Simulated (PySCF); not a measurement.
Vertical excitations of a molecule C₃H₉BN₂ from PySCF with TDA-LC-ωPBE/def2-SVPD, as energy in eV (oscillator strength): 6.74 (0.001), 7.56 (0.398), 7.57 (0.028), 7.82 (0.063), 8.20 (0.159), 8.26 (0.032), 8.40 (0.010), 8.42 (0.038), 8.46 (0.077), 8.62 (0.125). Lowest triplet (TDA): 4.15 eV. Coordinates come from a TPSSh-D3(BJ)/def2-SVP optimisation. The values are those of a single conformer.

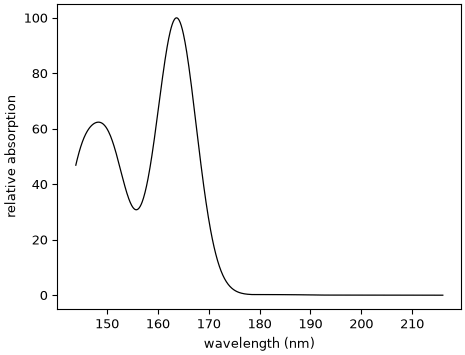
Figure. The lines broadened by 0.4 eV.

Question: Which structure fits?
A) C/C=N/B(C)N
B) C/N=C/B(C)N
C) C=CCB(N)N
D) C=C(C)B(N)N

Answer: C, C=CCB(N)N
